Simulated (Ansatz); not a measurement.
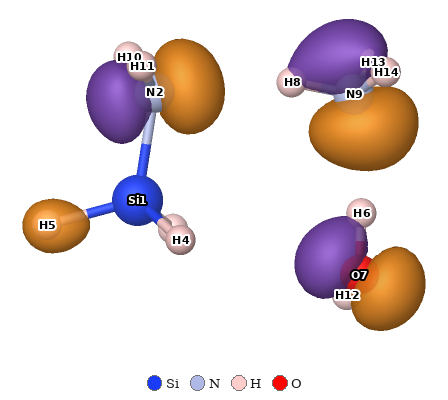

Figure 1: H₅NSi···H₂O···NH₃. The HOMO−1 at ±0.15 Å⁻³ᐟ² (orange and purple are the two phases), seen at a tilt.

The reactant side of a reaction path; geometry: PBE0-D4/def2-TZVP.

Level of theory: RKS PBE0-D4/def2-TZVPP in Ansatz.

```xyz
14

Si    1.4854    0.9049    0.6431
N     1.1480   -0.7160    1.1863
H     1.5680    0.8675   -0.8374
H     0.3825    1.7691    1.1169
H     2.7773    1.4547    1.1521
H    -1.5702    0.5764   -1.1911
O    -1.5594    1.5281   -1.4224
H    -0.6945   -1.2147    0.0807
N    -1.5147   -1.1962   -0.5248
H     1.8208   -1.4267    0.9341
H     0.9211   -0.8178    2.1659
H    -0.9809    1.5930   -2.1840
H    -1.4499   -1.9729   -1.1705
H    -2.3332   -1.3493    0.0512
```

### What is the character of this orbital?

Its weight (Hirshfeld) is mainly on N9 (about 30 %), O7 (about 25 %) and N2 (about 20 %); largely a combination of lone pairs on N9, O7 and N2. Its energy is −7.74 eV.
